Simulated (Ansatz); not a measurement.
**InN2H5 (SMILES [NH2][InH][NH2]): r2SCAN0/def2-SVP (core potential)**

Aim: the electronic atomisation energy of InN2H5 at r2SCAN0/def2-SVP (core potential), from 4 runs. 

The results are computed with Ansatz 0.2.0.

53 further runs of the same task are left out: 53 set aside as unsound or not needed.

### Step 1. Starting point

The species is InN2H5 (8 atoms), meant as a singlet with charge 0. SMILES: `[NH2][InH][NH2]`. Geometry: relaxed at PBE0-D4/def2-TZVP.

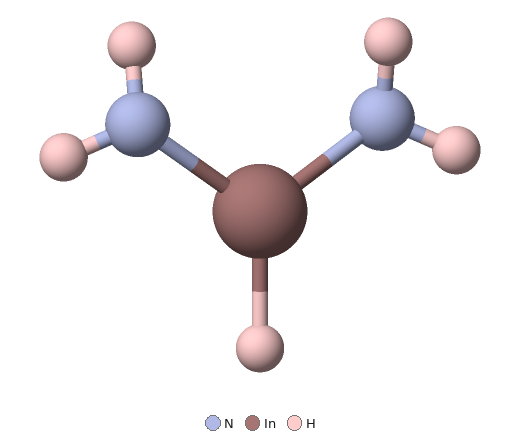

The structure, seen from a chosen angle (nitrogen light blue, indium brown, hydrogen pink).

### Step 2. A single-point energy at r2SCAN0/def2-SVP (core potential)

The input, input.yaml:

```yaml
crystal:
  periodic: [false, false, false]
  atoms:
    - symbol: N
      position_ang: [-0.969700, 0.858000, -1.127000]
    - symbol: In
      position_ang: [0.248000, 0.564800, 0.455500]
    - symbol: N
      position_ang: [0.742700, -1.375200, 0.709600]
    - symbol: H
      position_ang: [-1.482100, 0.076800, -1.506600]
    - symbol: H
      position_ang: [-1.538200, 1.689200, -1.171800]
    - symbol: H
      position_ang: [0.799000, 1.819200, 1.467500]
    - symbol: H
      position_ang: [1.570900, -1.614700, 1.231800]
    - symbol: H
      position_ang: [0.629500, -2.018100, -0.059000]
basis:
  gaussian:
    orbitals: def2-SVP
hamiltonian:
  xc: {name: r2SCAN0}
accuracy: high
output: {orbitals: {seedname: orbitals}}
```

Started as:

```bash
$ ansatz run input.yaml --threads 1 --pin off --max-ram 3480MiB --events-out events.jsonl --progress --plain --runs-dir runs
```

The program printed:

```text
Warning: RAYON_NUM_THREADS=1 ignored (pool sized by the plan → 1); use --threads N
Functional definition: r2SCAN0
  name "r2SCAN0"
  parameter a = 0.25
  parameter k0 = 0.174
  parameter k1 = 0.065
  parameter a1 = 4.9479
  exchange = (1 - a)*r2scan_x(k0 = k0, k1 = k1, a1 = a1) + a*exact_x
  correlation = r2scan_c
1942 factors; integrals over basis functions are off by at most 3.4e-9 eV
mean field evaluation 1: about -8220.4503 eV, gradient 7.2e1 eV
mean field evaluation 2: about -8199.7588 eV, gradient 1.1e2 eV
mean field evaluation 4: about -8231.3279 eV, gradient 1.5e0 eV
mean field evaluation 8: about -8231.4713 eV, gradient 1.1e-1 eV
mean field evaluation 16: about -8231.4713 eV, gradient 3.6e-5 eV
mean field -8231.47130723 eV, -302.5009910491 hartree, gradient 9.1e-8 eV, S^2 0.000000; 0 other end points of the search recorded, 0 dependent functions left out
reference -8231.47130809 eV, -302.5009910807 hartree; 20, 20 occupied and 59, 59 virtual orbitals, 1942 factors
Total energy: -8231.47130809 eV, -302.5009910807 hartree
```

Wall time 13 s (1 thread of Intel Xeon Platinum 8259CL at 2.50GHz (Skylake/Cascade Lake), shared host); peak memory 0.34 GiB.

### Step 3. The H atom, same level

The input, input.yaml:

```yaml
crystal:
  periodic: [false, false, false]
  atoms:
    - {symbol: H, position_ang: [0.000000, 0.000000, 0.000000]}
basis:
  gaussian:
    orbitals: def2-SVP
total_charge: 0
magnetization:
  spin_polarized: true
  initial_magnetization: 1
hamiltonian:
  xc: {name: r2SCAN0}
accuracy: high
```

Run the same way, it converges to -0.49923 Eh (log not shown).

### Step 4. The In atom at the same level

The input, input.yaml:

```yaml
crystal:
  periodic: [false, false, false]
  atoms:
    - {symbol: In, position_ang: [0.000000, 0.000000, 0.000000]}
basis:
  gaussian:
    orbitals: def2-SVP
accuracy: high
magnetization:
  spin_polarized: true
  initial_magnetization: 1
hamiltonian:
  xc: {name: r2SCAN0}
```

Run the same way, it converges to -190.14442 Eh (log not shown).

### Step 5. The N atom

The input, input.yaml:

```yaml
crystal:
  periodic: [false, false, false]
  atoms:
    - {symbol: N, position_ang: [0.000000, 0.000000, 0.000000]}
basis:
  gaussian: {orbitals: def2-SVP}
magnetization: {spin_polarized: true, initial_magnetization: 3}
hamiltonian: {xc: {name: r2SCAN0}}
accuracy: high
```

Run the same way, it converges to -54.51598 Eh (log not shown).

### Step 6. What came out

Level: r2SCAN0/def2-SVP (core potential).

| quantity | value |
| --- | --- |
| molecule: total energy | -302.50099 Eh |
| molecule: HOMO energy | -6.61 eV |
| molecule: LUMO energy | -0.07 eV |
| molecule: HOMO–LUMO gap | 6.54 eV |
| H atom: total energy | -0.49923 Eh |
| H atom: ⟨S²⟩ | 0.750 |
| In atom: total energy | -190.14442 Eh |
| In atom: ⟨S²⟩ | 0.755 |
| N atom: total energy | -54.51598 Eh |
| N atom: ⟨S²⟩ | 3.755 |
| electronic atomisation energy | 22.544 eV |

**Reading.** Taking the molecule apart into free atoms costs 22.54 eV (2175 kJ/mol), before zero-point energy and without spin-orbit coupling.
